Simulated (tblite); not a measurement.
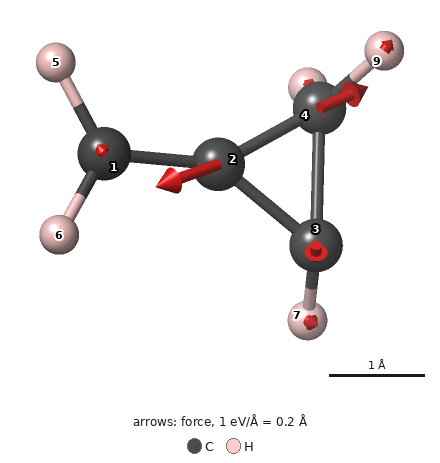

Starting geometry of C$_{4}$H$_{5}$ (multiplicity 2) with the computed forces as red arrows. Style: ball-and-stick. Shown at a tilt.

Computed with GFN2-xTB geometry optimisation, gas phase (tblite). 

What follows when this structure is relaxed?

Answer. It isn't relaxed: the largest force vector, on a C atom, is 4.18 eV/Å. The final displacements have little in common with the starting forces (cosine between the two patterns 0.29). After 43 geometry steps the energy has fallen by 0.485 eV. The largest move after the best rigid fit is that of an H atom, 0.49 Å. By element the largest moves are H 0.49 Å, C 0.29 Å. Some distances before and after: C–C 1.390 → 1.497 Å, C–H 1.067 → 1.087 Å, C–C 1.324 → 1.342 Å, C–C 1.374 → 1.359 Å. Bond angles that change, for instance: C–C–H 123.2° → 151.2°, C–C–H 123.6° → 145.3°, C–C–C 145.7° → 151.7°. The run took 0.09 s on 1 thread of Arm Neoverse V2, on a shared host.
